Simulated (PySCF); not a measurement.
# H₁₁NOSi₄: electronic excitations

What electronic excitations should H₁₁NOSi₄ (`O[SiH2][SiH2]N[SiH2][SiH3]`) show?

Programs: PySCF 2.14.0, with density-fitted response routines of our own. Each step states its level of theory. These are calculated values for one molecule in the gas phase, unless marked as measured. Atoms count from 0, in the outputs and in this text.

### 1 Starting geometry

17 atoms, charge 0, multiplicity 1; geometry from: GFN2-xTB.

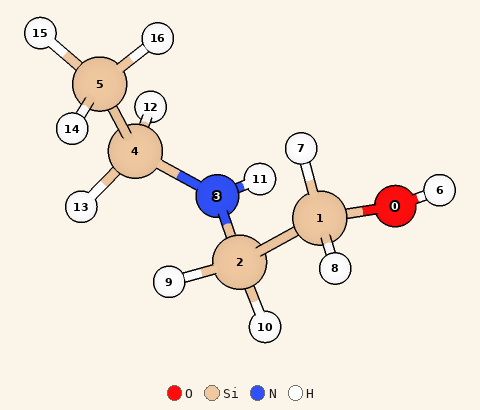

The starting geometry (oxygen red, silicon light orange, nitrogen blue, hydrogen white), atoms numbered.

### 2 Excited states and response: CAM-B3LYP/def2-SVPD

Job settings and geometry (Å):

```
{"job": {"kind": "uv", "xc": "CAM-B3LYP", "basis": "def2-SVPD", "nstates": 8, "ntriplets": 3}, "charge": 0, "multiplicity": 1}
O      3.213058    -0.845143    -0.547632
Si     2.316399     0.503305    -0.766194
Si     0.996733     0.583263     1.110694
N     -0.166207    -0.704640     1.126109
Si    -1.896571    -0.661871     0.979021
Si    -2.533883     0.206390    -1.060348
H      3.894191    -1.111746    -1.159996
H      1.636706     0.394851    -2.069127
H      3.232805     1.644824    -0.921791
H      0.183175     1.807201     1.138940
H      1.724032     0.521469     2.391623
H      0.239093    -1.625222     1.171680
H     -2.298737    -2.062544     1.186580
H     -2.418005     0.107390     2.120598
H     -2.345807     1.658187    -1.173845
H     -3.959016    -0.033011    -1.325545
H     -1.824967    -0.370674    -2.210679
```

With the program's defaults for keys left out, this is: TDDFT CAM-B3LYP/def2-SVPD, vertical, gas phase, core orbitals frozen in the response.

The run is started by

```console
$ OMP_NUM_THREADS=1 python probes_run.py task.json out
```

The driver reads the jobs from task.json and runs them one after another.

Standard output:

```text
coarse grid: 15464 points
cycle   1  E = -1293.8401917931  dE =  2.192e-01  |g| = 7.870e-01  |ddm| = 5.014e+00
cycle   2  E = -1293.7535507721  dE =  8.664e-02  |g| = 1.051e+00  |ddm| = 1.689e+00
cycle   3  E = -1293.9677811460  dE = -2.142e-01  |g| = 5.353e-02  |ddm| = 9.038e-01
cycle   4  E = -1293.9685161509  dE = -7.350e-04  |g| = 2.118e-02  |ddm| = 1.439e-01
cycle   5  E = -1293.9686089136  dE = -9.276e-05  |g| = 9.774e-03  |ddm| = 3.514e-02
cycle   6  E = -1293.9686296610  dE = -2.075e-05  |g| = 1.591e-03  |ddm| = 1.290e-02
cycle   7  E = -1293.9686304946  dE = -8.336e-07  |g| = 3.723e-04  |ddm| = 3.806e-03
final grid: 129000 points
cycle   8  E = -1294.1370202682  dE = -1.167e-05  |g| = 1.698e-03  |ddm| = 3.021e-02
cycle   9  E = -1294.1370200949  dE =  1.733e-07  |g| = 2.043e-03  |ddm| = 5.023e-03
cycle  10  E = -1294.1370209816  dE = -8.868e-07  |g| = 1.359e-04  |ddm| = 1.923e-03
cycle  11  E = -1294.1370209883  dE = -6.686e-09  |g| = 4.473e-05  |ddm| = 4.560e-04
cycle  12  E = -1294.1370209891  dE = -7.476e-10  |g| = 9.212e-06  |ddm| = 1.147e-04
converged SCF energy = -1294.1370209891

Static polarisability (au): isotropic 120.997, principal 104.841 124.340 133.810

Singlet excitations
state   eV       nm        f      main configurations
  1   5.3872    230.1   0.00147   H->L 0.57, H->L+1 0.38
  2   5.8483    212.0   0.02928   H->L+1 0.54, H->L 0.31
  3   6.4243    193.0   0.01713   H->L+3 0.83
  4   6.6291    187.0   0.02269   H->L+6 0.37, H->L+5 0.26, H-1->L+1 0.11
  5   6.8187    181.8   0.00097   H-2->L 0.68, H-2->L+1 0.21
  6   6.8503    181.0   0.02805   H->L+2 0.41, H->L+4 0.14, H->L+5 0.11
  7   6.9890    177.4   0.06856   H->L+4 0.51, H-1->L 0.17
  8   7.1484    173.4   0.03637   H->L+5 0.36, H->L+2 0.29, H-1->L 0.14

Triplet excitations (Tamm-Dancoff, eV): 4.9795 5.3724 5.9017
```

Wall time 66 s (1 thread of Arm Neoverse V1, shared host); peak memory 1.1 GiB.

Frontier orbitals and where they lie:

```tsv
orbital	eV	atoms
HOMO−3	-10.50	Si4 25 %, H12 19 %, N3 13 %
HOMO−2	-10.09	O0 37 %, Si1 26 %, H8 17 %
HOMO−1	-9.79	Si2 18 %, Si1 17 %, Si5 13 %
HOMO	-8.23	N3 42 %, Si4 10 %, Si2 10 %
LUMO	0.29	Si1 21 %, O0 17 %, Si2 15 %
LUMO+1	0.52	Si2 17 %, Si1 15 %, Si4 12 %
LUMO+2	1.24	Si5 35 %, Si1 11 %, Si4 9 %
```

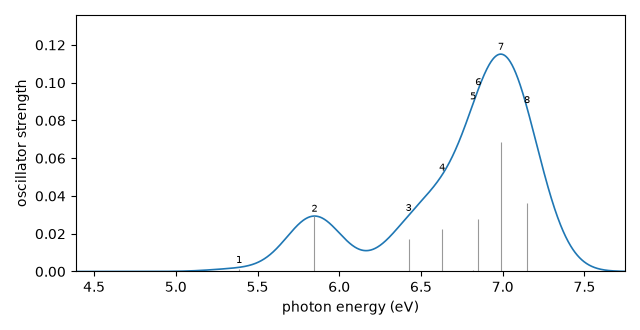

Absorption spectrum from the 8 singlet states computed; above the last one it falls off for lack of states. Lines are broadened to a width of 0.40 eV (Gaussian).

Further results of this job:

```tsv
property	computed
dipole moment (D)	1.46
polarisability (Å³)	17.93
HOMO–LUMO gap (eV)	8.52
−ε(HOMO) (eV)	8.23
```

### 3 Results

| quantity | value |
| --- | --- |
| lowest singlet (CAM-B3LYP/def2-SVPD) | 5.39 eV (230 nm), f = 0.001 |
| brightest single state of those computed | state 7, 6.99 eV, f = 0.069 |
| lowest triplet | 4.98 eV |

What this shows: The lowest singlet, at 5.39 eV, is HOMO→LUMO 0.57, HOMO→LUMO+1 0.38 and is weak; of the 8 states computed, the strongest absorption comes from state 7 at 6.99 eV (the last state computed is bright too, and its partners may lie past the list). The lowest triplet lies 0.41 eV below the lowest singlet (triplets in Tamm-Dancoff, singlets in full TDDFT).
